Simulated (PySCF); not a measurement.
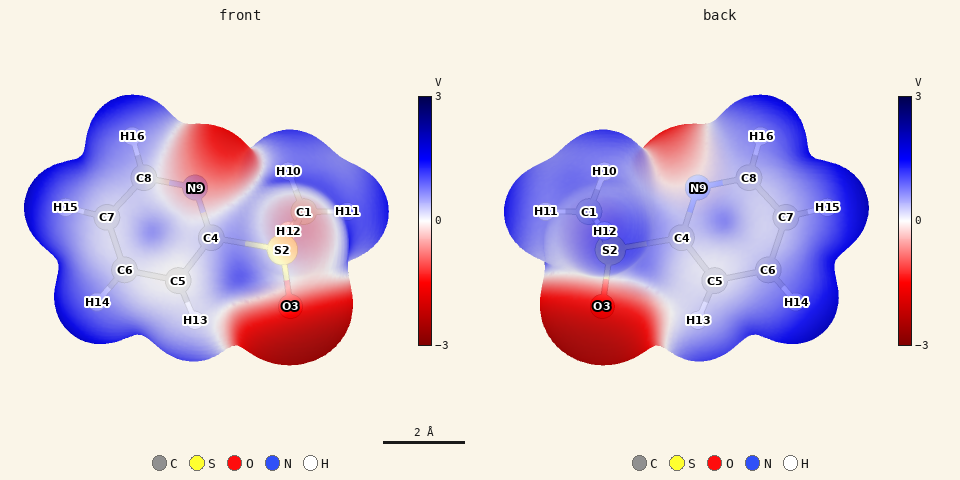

Figure. C₆H₇NOS. The electrostatic potential painted on the density surface at 0.004 e/bohr³, seen from the front and from behind; the colour scale runs from red (negative) to blue (positive).

Geometry: GFN2-xTB.

Level of theory: PySCF, PBE0/pcSseg-1, SCF density, in a chloroform solvent model, non-relativistic.

```csv
atom,x (Å),y (Å),z (Å)
C,-2.6013,0.4828,0.1480
S,-1.7600,-0.2654,-1.3178
O,-2.0149,-1.7071,-1.2579
C,-0.0940,-0.0551,-0.5832
C,0.6641,-1.1751,-0.2902
C,1.9257,-0.9755,0.2470
C,2.3636,0.3248,0.4511
C,1.5177,1.3711,0.1114
N,0.3114,1.1874,-0.3981
H,-2.2085,1.4852,0.2687
H,-3.6665,0.5073,-0.0568
H,-2.4042,-0.1270,1.0229
H,0.2530,-2.1550,-0.4769
H,2.5552,-1.8163,0.4995
H,3.3396,0.5241,0.8650
H,1.8115,2.4028,0.2516
```

Describe the electrostatic potential map.

The most negative region (about −2.6 V, or −60 kcal/mol for a unit charge) lies over O3, the most positive (about +1.9 V, or +44 kcal/mol for a unit charge) over H14 and H15. O3 is the likeliest acceptor of a hydrogen bond.

How polar is the molecule by this calculation?

Its dipole moment is 4.44 D.
